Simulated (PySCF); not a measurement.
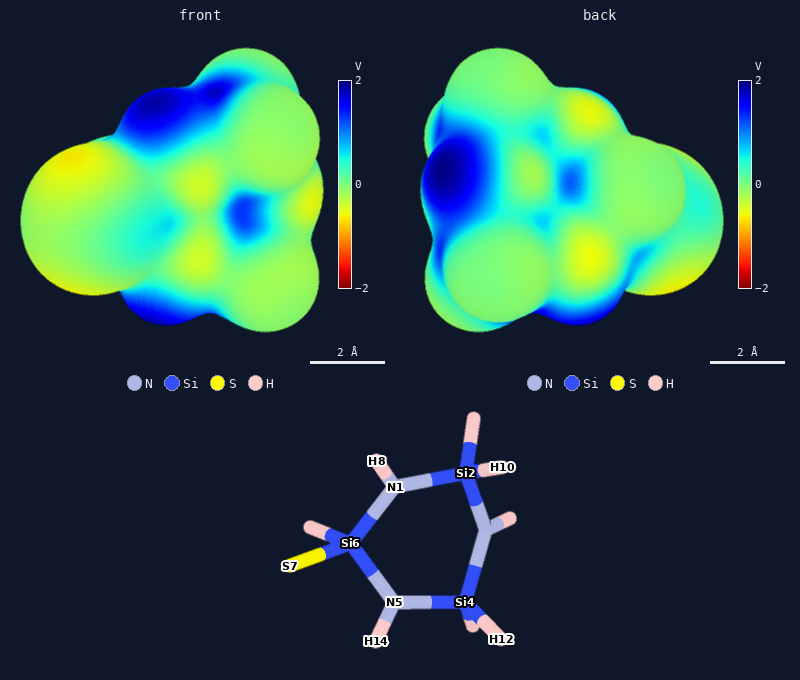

Figure 1: H8N3SSi3 (doublet). The molecular electrostatic potential painted on the density surface at 0.002 e/bohr³, seen from the front and from behind; red is negative and blue positive. The bare structure is drawn below in the same view.

Geometry: PBE0-D3(BJ)/def2-SVP.

Computed with UKS B3LYP, IGLO-III on N S Si, pcH-1 on H, non-relativistic, mean-field spin-orbit, GIAO in PySCF 2.14.0, density-fitted response routines.

```yaml
atoms:
  - { symbol: N, position_ang: [-0.0638, -0.2858, 1.5578] }
  - { symbol: Si, position_ang: [-1.5472, -0.5132, 0.6795] }
  - { symbol: N, position_ang: [-1.1113, -0.4730, -1.0016] }
  - { symbol: Si, position_ang: [0.1183, 0.4566, -1.8024] }
  - { symbol: N, position_ang: [1.4293, 0.5823, -0.6672] }
  - { symbol: Si, position_ang: [1.5365, -0.1156, 0.9153] }
  - { symbol: S, position_ang: [2.7280, 1.1213, 2.1907] }
  - { symbol: H, position_ang: [-0.1252, -0.1720, 2.5664] }
  - { symbol: H, position_ang: [-2.2037, -1.8365, 0.9235] }
  - { symbol: H, position_ang: [-2.5219, 0.5443, 1.0964] }
  - { symbol: H, position_ang: [-1.5844, -1.1554, -1.5859] }
  - { symbol: H, position_ang: [-0.3039, 1.8355, -2.2053] }
  - { symbol: H, position_ang: [0.4679, -0.2804, -3.0580] }
  - { symbol: H, position_ang: [2.2089, 1.1878, -0.9113] }
  - { symbol: H, position_ang: [2.3261, -1.3880, 0.9512] }
```

Q: Describe the electrostatic potential map.

A: The most negative region (about −0.6 V) lies over S7, the most positive (about +1.9 V) over H11.
